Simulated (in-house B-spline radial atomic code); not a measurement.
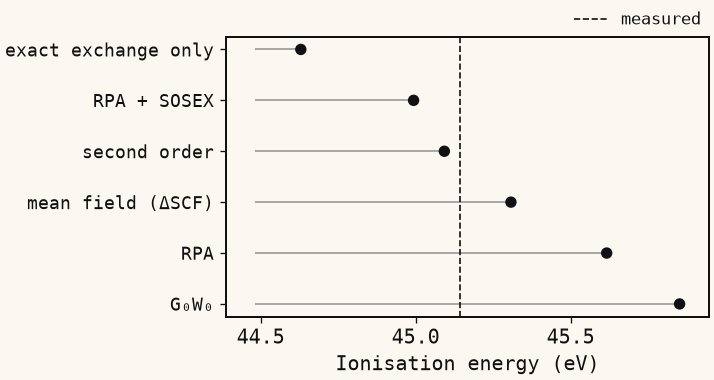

The ionisation energy of an atom or ion with the configuration [Ne] 3s by several methods. All-electron spherical atom, non-relativistic, PBE with 40 % exact exchange start, no spin-orbit coupling, Breit or QED terms; computed with a B-spline radial code. Differences of total energies, each species on its own start, beside the G₀W₀ level.

**Name the element and charge.**

Si IV (Si³⁺). The values run from 44.63 eV (exact exchange only) to 45.85 eV (G₀W₀). The measured value is 45.14 eV; nearest to it come second order (−0.05) and RPA + SOSEX (−0.15), furthest G₀W₀ (+0.71 eV).
